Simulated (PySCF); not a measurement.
SMILES c1(C(C)(C)C)ccc(Cl)cc1 at its GFN2-xTB optimised geometry (Å):

```
24

C     -2.4939    -1.5428    -0.0118
C     -0.9738    -1.7248     0.0000
C     -0.5782    -2.5234    -1.2500
C     -0.5952    -2.5115     1.2628
C     -0.2252    -0.4010     0.0000
C     -0.8670     0.8316     0.0014
C     -0.1540     2.0187     0.0019
C      1.2280     1.9858     0.0007
Cl     2.1274     3.4650     0.0004
C      1.8960     0.7731     0.0000
C      1.1681    -0.4010     0.0000
H     -2.8314    -1.0062     0.8717
H     -2.8172    -1.0076    -0.9014
H     -2.9746    -2.5189    -0.0147
H     -1.1222    -3.4650    -1.2792
H      0.4851    -2.7454    -1.2602
H     -0.8174    -1.9584    -2.1483
H     -0.8524    -1.9406     2.1525
H      0.4691    -2.7267     1.2923
H     -1.1346    -3.4558     1.2905
H     -1.9427     0.8915     0.0022
H     -0.6726     2.9649     0.0030
H      2.9746     0.7491    -0.0006
H      1.7097    -1.3344     0.0000
```

Method: CAM-B3LYP/def2-SVP (PySCF 2.14.0). Cells within 0.4 Å of a nucleus heavier than hydrogen are left out (blank, or x).

Map of the electrostatic potential (hartree/e), clipped to [-0.08, 0.12] on the plane z = 0.0 Å:

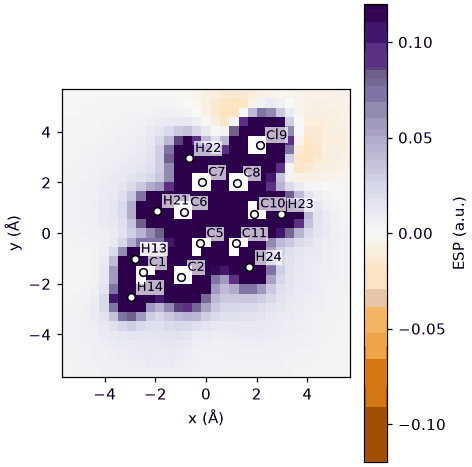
Figure: Electrostatic potential (hartree/e), clipped to [-0.08, 0.12] on the plane z = 0.0 Å.
